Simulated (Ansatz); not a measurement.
**Cl3HSi: rigid scan of one bond length, by script**

How does the energy of Cl3HSi change as one bond is stretched? Aim: a rigid scan of one bond length, for Cl3HSi, run from a script. SMILES: Cl[SiH](Cl)Cl.

Computed with Ansatz 0.2.0, driven from Python. Level of theory: PBE/def2-SVP.

## 1. Starting point

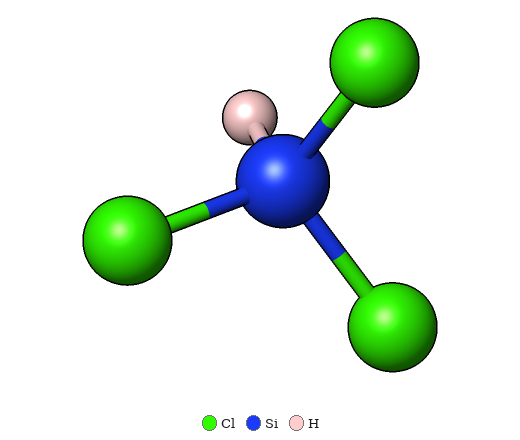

The structure that the script starts from, seen from a chosen angle (chlorine green, silicon blue, hydrogen pink).

No structure file is read: the coordinates are typed or built in the script.

## 2. Script

cl3hsi_scan.py reads:

```python
'''Potential curve of Cl3HSi along one bond.'''

import warnings

import ansatz as az
from ase import Atoms
import matplotlib.pyplot as plt
import numpy as np

config = {
    'basis_set': 'def2-SVP',
    'xc': 'pbe',
}


def main() -> None:
    warnings.simplefilter('ignore', az.DeckWarning)

    atoms = Atoms(['Cl', 'Si', 'Cl', 'Cl', 'H'], positions=[
        [1.67356, -0.56709, 0.88573],
        [-0.07973, -0.01193, 0.07379],
        [0.01561, 1.91692, -0.48543],
        [-0.47356, -1.1606, -1.52828],
        [-1.13588, -0.1773, 1.05419],
    ])
    geometry = az.Crystal.molecule_from_ase(atoms)

    symbols = [site.symbol for site in geometry.cartesian_sites]
    start = np.array([site.position_ang for site in geometry.cartesian_sites])
    axis = (start[0] - start[1]) / np.linalg.norm(start[0] - start[1])
    moving = [0]
    lengths, energies = [1.769, 1.85, 1.93, 2.01, 2.091, 2.171, 2.252, 2.372], []
    for length in lengths:
        xyz = start.copy()
        xyz[moving] += (length - np.linalg.norm(start[0] - start[1])) * axis
        point = az.Crystal.molecule()
        for symbol, place in zip(symbols, xyz):
            point = point.atom(symbol, place.tolist())
        calculation = point.calculation().basis(gaussian=config['basis_set']).functional(config['xc'])
        data = calculation.run(threads=1).report
        energies.append(data['free_energy_ev'])
        print(f'r = {length:6.3f} A  E = {energies[-1]:.5f} eV  <S^2> = {abs(data["mean_field"]["state"]["spin_squared"]):.3f}')

    # quartic fit about the minimum
    fit = np.polynomial.Polynomial.fit(lengths, np.array(energies) - min(energies), 4).convert()
    roots = [r.real for r in fit.deriv().roots() if abs(r.imag) < 1e-9 and fit.deriv(2)(r.real) > 0]
    r_e = min(roots, key=lambda r: abs(r - lengths[int(np.argmin(energies))]))
    print(f'minimum of the fit at {r_e:.4f} A, force constant {fit.deriv(2)(r_e):.2f} eV/A^2')
    plt.figure(figsize=(4.5, 3))
    plt.plot(lengths, np.array(energies) - min(energies), 'o-')
    plt.xlabel('bond length (A)')
    plt.ylabel('E - E(min) (eV)')
    plt.tight_layout()
    plt.savefig('scan.png', dpi=100)


if __name__ == '__main__':
    main()
```

## 3. The input behind the calls

The package turns the script's settings into the engine's input (first run):

```yaml
crystal:
  periodic: [false, false, false]
  atoms:
    - { symbol: Cl, position_ang: [1.4630771384783714, -0.5004429162874668, 0.788256419141231] }
    - { symbol: Si, position_ang: [-0.07973, -0.01193, 0.07379] }
    - { symbol: Cl, position_ang: [0.01561, 1.91692, -0.48543] }
    - { symbol: Cl, position_ang: [-0.47356, -1.1606, -1.52828] }
    - { symbol: H, position_ang: [-1.13588, -0.1773, 1.05419] }
basis:
  gaussian:
    orbitals: def2-SVP
hamiltonian:
  xc: pbe
```

## 4. Running it

Run with:

```bash
python cl3hsi_scan.py
```

The program printed:

```text
r =  1.769 A  E = -45430.67651 eV  <S^2> = 0.000
r =  1.850 A  E = -45431.37689 eV  <S^2> = 0.000
r =  1.930 A  E = -45431.76729 eV  <S^2> = 0.000
r =  2.010 A  E = -45431.94421 eV  <S^2> = 0.000
r =  2.091 A  E = -45431.96990 eV  <S^2> = 0.000
r =  2.171 A  E = -45431.89011 eV  <S^2> = 0.000
r =  2.252 A  E = -45431.73742 eV  <S^2> = 0.000
r =  2.372 A  E = -45431.43059 eV  <S^2> = 0.000
minimum of the fit at 2.0647 A, force constant 18.16 eV/A^2
```

Wall time 13 s (1 thread of Arm Neoverse V2, shared host); peak memory 0.22 GiB.

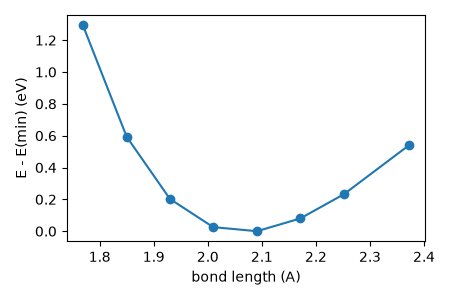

The script's own figure, scan.png.

## 5. What changed from run to run

The engine's inputs for some of the other runs:

Run 4, against run 1:

```diff
@@ -4 +4 @@
-    - { symbol: Cl, position_ang: [1.4630771384783714, -0.5004429162874668, 0.788256419141231] }
+    - { symbol: Cl, position_ang: [1.6732617175474993, -0.5669955521412143, 0.8855918668591715] }
```

Run 6, against run 1:

```diff
@@ -4 +4 @@
-    - { symbol: Cl, position_ang: [1.4630771384783714, -0.5004429162874668, 0.788256419141231] }
+    - { symbol: Cl, position_ang: [1.8136754819878713, -0.6114560267157096, 0.9506167925130653] }
```

Run 7, against run 1:

```diff
@@ -4 +4 @@
-    - { symbol: Cl, position_ang: [1.4630771384783714, -0.5004429162874668, 0.788256419141231] }
+    - { symbol: Cl, position_ang: [1.884318431799487, -0.6338243400109527, 0.9833311961029125] }
```

## 6. The runs side by side

From the records of these 8 runs:

| run | distance (Å) | energy from run 5 (eV) | SCF cycles | CPU time (s) |
| --- | --- | --- | --- | --- |
| 1 | 1.77 | 1.2934 | 15 | 1.6 |
| 2 | 1.85 | 0.5930 | 13 | 1.5 |
| 3 | 1.93 | 0.2026 | 14 | 1.4 |
| 4 | 2.01 | 0.0257 | 13 | 1.4 |
| 5 | 2.09 | 0.0000 | 14 | 1.5 |
| 6 | 2.17 | 0.0798 | 15 | 1.6 |
| 7 | 2.25 | 0.2325 | 15 | 1.6 |
| 8 | 2.37 | 0.5393 | 14 | 1.4 |

## 7. What came out

```
                        quantity     value
bond length at the fit's minimum  2.0647 Å
                   runs compared         8
                 range of energy  1.293 eV
      lowest point, distance (Å)      2.09
```

In words: The curve has its lowest point inside the range, at 2.09. The ends stand 1.29 and 0.539 eV above it. The distance scanned is the script's pair 1, 0. Notes:
- The rest of the molecule is held rigid at a force-field or estimated start geometry, and the basis set is modest; single-reference methods fail as a bond breaks.
- The orbitals are restricted, so S² is zero by construction.
